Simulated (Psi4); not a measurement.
# UM06-L/def2-SVPD run of C2H2BF+ (SMILES [CH+]=[C]BF)

Aim: the vertical ionisation energy of C2H2BF+ at UM06-L/def2-SVPD, from 2 runs. 

Program for the calculation: Psi4 1.11.

## Step 1: The system as given

The species is C2H2BF+ (6 atoms), meant as a doublet with charge +1. As SMILES, `[CH+]=[C]BF`. The shape is that of a GFN2-xTB optimisation.

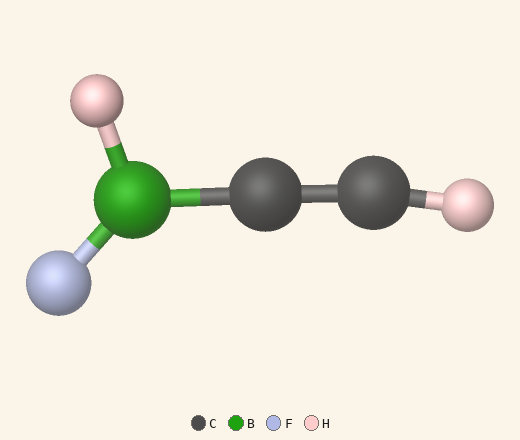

The structure, seen from a chosen angle (carbon dark grey, boron green, fluorine light blue, hydrogen pink).

## Step 2: Energy and gradient at UM06-L/def2-SVPD

File calc.in:

```
memory 1600 MB

molecule {
  1 2
  C     -0.487740     0.880300    -1.230320
  C     -0.112030     0.212570    -0.284970
  B      0.331970    -0.634170     0.866950
  F      0.028170    -1.802160     1.248600
  H     -0.908920     1.338300    -2.097670
  H      1.148550     0.005160     1.497400
  symmetry c1
  no_reorient
  no_com
}

set reference uks
set puream true
set e_convergence 1e-09
set d_convergence 1e-08
set scf_type pk
set dft_radial_points 99
set dft_spherical_points 590
set maxiter 200

E, wfn = gradient('m06-l/def2-SVPD', return_wfn=True)
oeprop(wfn, 'MULLIKEN_CHARGES', 'QUADRUPOLE', 'DIPOLE')
```

Launch:

```console
psi4 -n 1 calc.in calc.out
```

calc.out:

```text
[...]
  Running in c1 symmetry.
[...]
  Nuclear repulsion =   82.962162578352419
[...]
  Multiplicity = 2
[...]
  Nalpha       = 14
  Nbeta        = 13
[...]
    Number of basis functions: 99
[...]
   @UKS iter   1:  -201.38014628329594   -1.14631e-01   4.93058e-03 ADIIS/DIIS
[...]
   @UKS iter  16:  -201.51621535979848   -2.07478e-12   5.88591e-09 DIIS
[...]
   @S^2 Observed:                7.562875426E-01
[...]
  @UKS Final Energy:  -201.51621535979848
   => Energetics <=
    Nuclear Repulsion Energy =             82.9621625783524195
    One-Electron Energy =                -431.8614727271533411
    Two-Electron Energy =                 173.0876004836714799
    DFT Exchange-Correlation Energy =     -25.7045056946690664
    Empirical Dispersion Energy =           0.0000000000000000
    VV10 Nonlocal Energy =                  0.0000000000000000
    Total Energy =                       -201.5162153597984798
[...]
  -Total Gradient:
     Atom            X                  Y                   Z
    ------   -----------------  -----------------  -----------------
       1        0.014756804639    -0.027445994322     0.038156704981
       2       -0.013168665699     0.033866842618    -0.040547040728
       3       -0.000495522026    -0.003624311053     0.002421817209
       4        0.005635310851     0.016134063653    -0.003732916000
       5        0.003027749460    -0.008361335886     0.009529701545
       6       -0.009741838742    -0.010542837474    -0.005823384678
[...]
 Multipole Moments:
 ------------------------------------------------------------------------------------
     Multipole            Electronic (a.u.)      Nuclear  (a.u.)        Total (a.u.)
 ------------------------------------------------------------------------------------
 L = 1.  Multiply by 2.5417464519 to convert [e a0] to [Debye]
 Dipole X            :          2.5940501           -2.7318070           -0.1377569
 Dipole Y            :         22.3941750          -21.7122162            0.6819588
 Dipole Z            :        -11.7452340           11.1118542           -0.6333799
 Magnitude           :                                                    0.9408586
 L = 2.  Multiply by 1.3450342976 to convert [e a0^2] to [Debye ang]
 Quadrupole XX       :        -27.9038406           15.0202957          -12.8835448
 Quadrupole XY       :         17.6390643          -19.4231653           -1.7841011
[...]
  Mulliken Charges: (a.u.)
   Center  Symbol    Alpha    Beta     Spin     Total
       1     C     3.48718  3.03519  0.45199 -0.52238
       2     C     2.73230  2.47082  0.26148  0.79688
       3     B     2.21091  2.18644  0.02446  0.60265
       4     F     4.64968  4.58638  0.06331 -0.23606
       5     H     0.36860  0.35725  0.01135  0.27415
       6     H     0.55132  0.36392  0.18741  0.08476
   Total alpha = 14.00000, Total beta = 13.00000, Total charge =  1.00000
    Psi4 run time: 0:00:47.14
```

Wall time 48 s (1 thread of AMD EPYC 9R45 (Zen 5), shared host); peak memory 0.77 GiB.

## Step 3: Singlet [C2H2BF]2+: the energy at M06-L/def2-SVPD

File job.py:

```python
import psi4

psi4.set_memory(1600000000)
psi4.set_num_threads(1)
psi4.core.set_output_file('output.dat', False)

molecule = psi4.geometry("""
2 1
C     -0.487740     0.880300    -1.230320
C     -0.112030     0.212570    -0.284970
B      0.331970    -0.634170     0.866950
F      0.028170    -1.802160     1.248600
H     -0.908920     1.338300    -2.097670
H      1.148550     0.005160     1.497400
symmetry c1
""")

options = {'reference': 'rks', 'puream': True, 'e_convergence': 1e-09, 'd_convergence': 1e-08, 'scf_type': 'pk', 'dft_radial_points': 99, 'dft_spherical_points': 590}
psi4.set_options(options)

energy_value = psi4.energy("m06-l/def2-SVPD", molecule=molecule)
print('E =', round(energy_value, 9))
```

Launch:

```console
python job.py
```

output.dat:

```text
[...]
  Running in c1 symmetry.
[...]
  Nuclear repulsion =   82.962162578352405
[...]
  Multiplicity = 1
[...]
  Nalpha       = 13
  Nbeta        = 13
[...]
    Number of basis functions: 99
[...]
   @RKS iter   1:  -200.68110263734559    5.84413e-01   4.35433e-03 ADIIS/DIIS
[...]
   @RKS iter  15:  -200.81309851745314   -8.46967e-12   3.40399e-09 DIIS
[...]
    Orbital Energies [Eh]
    ---------------------
    Doubly Occupied:
       1A    -25.068566     2A    -10.723935     3A    -10.699419
       4A     -7.292092     5A     -1.721769     6A     -1.329276
       7A     -1.116574     8A     -1.034610     9A     -1.012095
      10A     -0.975225    11A     -0.940737    12A     -0.865442
      13A     -0.856348
[...]
  @RKS Final Energy:  -200.81309851745314
   => Energetics <=
    Nuclear Repulsion Energy =             82.9621625783524053
    One-Electron Energy =                -423.8140931378912342
    Two-Electron Energy =                 165.3373166649219570
    DFT Exchange-Correlation Energy =     -25.2984846228363018
    Empirical Dispersion Energy =           0.0000000000000000
    VV10 Nonlocal Energy =                  0.0000000000000000
    Total Energy =                       -200.8130985174531418
[...]
 Multipole Moments:
 ------------------------------------------------------------------------------------
     Multipole            Electronic (a.u.)      Nuclear  (a.u.)        Total (a.u.)
 ------------------------------------------------------------------------------------
 L = 1.  Multiply by 2.5417464519 to convert [e a0] to [Debye]
 Dipole X            :          0.3636669           -0.1196030            0.2440639
 Dipole Y            :         -1.0421298            3.5537688            2.5116390
 Dipole Z            :          1.1923093           -2.5616750           -1.3693657
 Magnitude           :                                                    2.8710730
[...]
```

Standard output:

```text
E = -200.813098517
```

Run time: 24 s. Hardware: 1 thread of AMD EPYC 9R45 (Zen 5), shared host; peak memory 0.78 GiB.

## Step 4: Results

Level: UM06-L/def2-SVPD.

| quantity | value |
| --- | --- |
| doublet C2H2BF+: total energy | -201.51622 Eh |
| doublet C2H2BF+: HOMO energy (highest over α and β) | -15.38 eV |
| doublet C2H2BF+: LUMO energy (lowest over α and β) | -13.87 eV |
| doublet C2H2BF+: ⟨S²⟩ | 0.756 |
| doublet C2H2BF+: largest force on an atom | 2.800 eV/Å |
| singlet [C2H2BF]2+: total energy | -200.81310 Eh |
| singlet [C2H2BF]2+: HOMO energy | -23.30 eV |
| singlet [C2H2BF]2+: LUMO energy | -22.63 eV |
| singlet [C2H2BF]2+: HOMO–LUMO gap | 0.67 eV |
| vertical ionisation energy (to the singlet dication) | 19.133 eV |

The vertical ionisation energy comes to 19.13 eV (441 kcal/mol). The largest force (doublet C2H2BF+) is 2.80 eV/Å: the shape isn't a stationary point for this species at this level. Only the singlet of the ionised species was computed; a triplet could lie lower.
